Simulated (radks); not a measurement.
**Taking charge from the 5s level of Pt⁺ in fractions**

Aim: follow energy and eigenvalue as charge leaves the 5s level of Pt⁺ bit by bit, and test Janak's theorem, Slater's transition state and the straight-line condition.

The numbers are computed with radks (a radial shooting solver on a logarithmic mesh, Libxc functionals) version 1 (scalar-relativistic Kohn-Sham, PBE, spin-polarised, spherical densities, point nucleus; open shells are filled with parallel spins first), except any that are marked as measured or tabulated.

### 1 Starting point

```
element       : platinum (Z = 78)
charge        : +1
electrons     : 77
configuration : [Kr] 4d10 4f14 5s(up 1, down 1) 5p6 5d9
```

A shell typed twice in an input gives spin up, then spin down.

### 2 Start: [Kr] 4d10 4f14 5s(up 1, down 1) 5p6 5d9

Input:

```text
Z 78
configuration [Kr] 4d10 4f14 5s1 5s1 5p6 5d9
relativity scalar-relativistic
functional pbe,pbe
spin polarised
nucleus point
c 137.035999084
```

### 3 0.25 electron removed from 5s

Input:

```text
Z 78
configuration [Kr] 4d10 4f14 5s1 5s0.75 5p6 5d9
relativity scalar-relativistic
functional pbe,pbe
spin polarised
nucleus point
c 137.035999084
```

### 4 0.5 electron removed from 5s

Input:

```text
Z 78
configuration [Kr] 4d10 4f14 5s1 5s0.5 5p6 5d9
relativity scalar-relativistic
functional pbe,pbe
spin polarised
nucleus point
c 137.035999084
```

### 5 0.75 electron removed from 5s

Input:

```text
Z 78
configuration [Kr] 4d10 4f14 5s1 5s0.25 5p6 5d9
relativity scalar-relativistic
functional pbe,pbe
spin polarised
nucleus point
c 137.035999084
```

### 6 1 electron removed from 5s

Input:

```text
Z 78
configuration [Kr] 4d10 4f14 5s1 5s0 5p6 5d9
relativity scalar-relativistic
functional pbe,pbe
spin polarised
nucleus point
c 137.035999084
```

What does the calculation give? Wanted: for each run, removed; E − E(0); eigenvalue; E minus straight line.

**Answer**, as computed:

| removed (e) | E − E(0) (eV) | eigenvalue (eV) | E minus straight line (eV) |
| --- | --- | --- | --- |
| 0 | 0.000 | -109.82 | 0.000 |
| 0.25 | 27.869 | -113.33 | -1.374 |
| 0.5 | 56.633 | -116.98 | -1.853 |
| 0.75 | 86.325 | -120.75 | -1.405 |
| 1 | 116.97 | -124.63 | 0.000 |

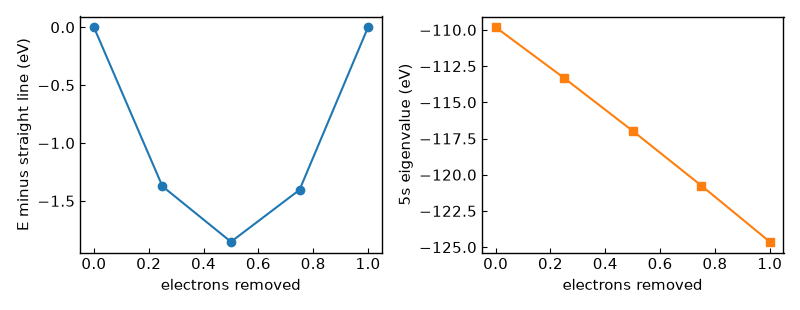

Left: the energy against the straight line between the ends. Right: the eigenvalue of the level emptied.

In words: Removing the whole electron costs 116.97 eV, against 109.82 eV from minus the starting eigenvalue. Slater's transition state, half an electron removed, gives 116.98 eV. The trapezoid integral of minus the eigenvalue gives 117.07 eV over the range, against 116.97 eV from the energies (Janak's theorem; approximate here, since the scalar-relativistic density holds large components alone). The eigenvalue moves by 14.8 eV per electron. E bends below the straight line by 1.85 eV at 0.5 electron removed.
